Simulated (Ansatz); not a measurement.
System: C$_{2}$H$_{5}$NOSi.

Input file:

```
crystal:
  periodic: [false, false, false]
  atoms:
    - {symbol: N, position_ang: [-1.193140, 2.072852, 0.803338]}
    - {symbol: C, position_ang: [-0.519359, 1.259128, 0.194455]}
    - {symbol: C, position_ang: [0.309622, 0.364726, -0.300143]}
    - {symbol: O, position_ang: [1.251980, 0.746813, -1.247838]}
    - {symbol: Si, position_ang: [0.292836, -1.359644, 0.395372]}
    - {symbol: H, position_ang: [-2.133644, 2.232288, 0.444477]}
    - {symbol: H, position_ang: [1.216713, 0.120114, -1.976484]}
    - {symbol: H, position_ang: [0.180453, -2.328151, -0.732767]}
    - {symbol: H, position_ang: [-0.875698, -1.498751, 1.298804]}
    - {symbol: H, position_ang: [1.553235, -1.660477, 1.123787]}
basis:
  gaussian: {orbitals: def2-TZVPP}
hamiltonian: {xc: pbe0, dispersion: d4}
output: {orbitals: {seedname: orbitals}}
```

Launched as:

```sh
ansatz run in.yaml --threads 4 --pin off --events-out ev --progress --plain --max-ram 10444MiB
```

Geometry: PBE0-D4/def2-TZVP.

These are results of RKS PBE0-D4/def2-TZVPP in Ansatz, not measurements.

**What will maps of the electron density and electron localisation function show?**

C–N (1.22 Å): ρ at the midpoint is about 3.1 e/Å³; the ELF peaks at about 0.90 between the atoms: a multiple bond.
C–C (1.32 Å): the density is about 2.4 e/Å³ at the midpoint; the ELF peaks at about 0.90 between the atoms; a multiple bond.
C–O (1.39 Å): ρ at the midpoint is about 2.1 e/Å³, with its minimum of 1.8 e/Å³ about 0.5 Å from C; the ELF peaks at about 0.90 between the atoms; a polar covalent bond.
C–Si (1.86 Å): the density is about 0.97 e/Å³ at the midpoint; the ELF peaks at about 0.95 between the atoms; a covalent bond.

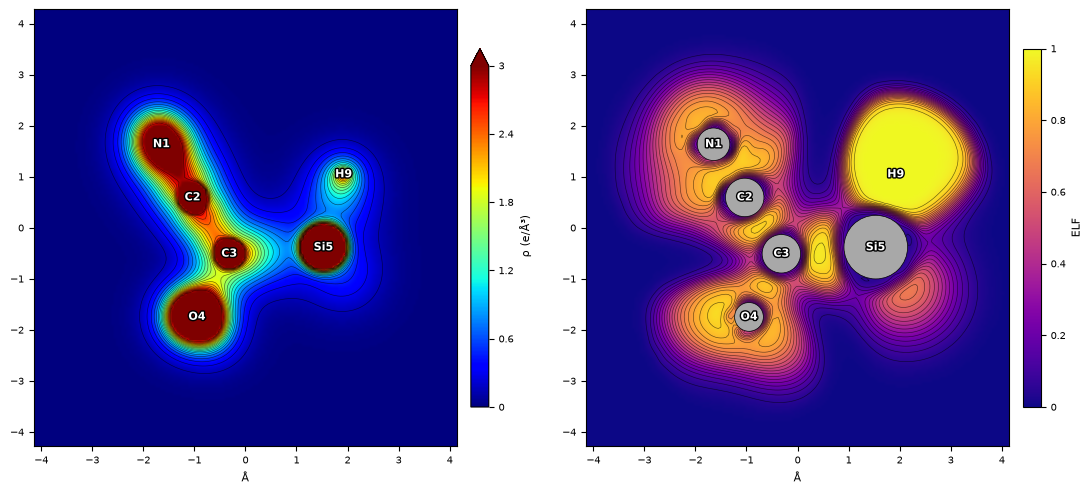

Computed electron density and electron localisation function on the plane of atoms C2, C3 and O4, in this order. Grey discs cover the atomic cores in the ELF map. 
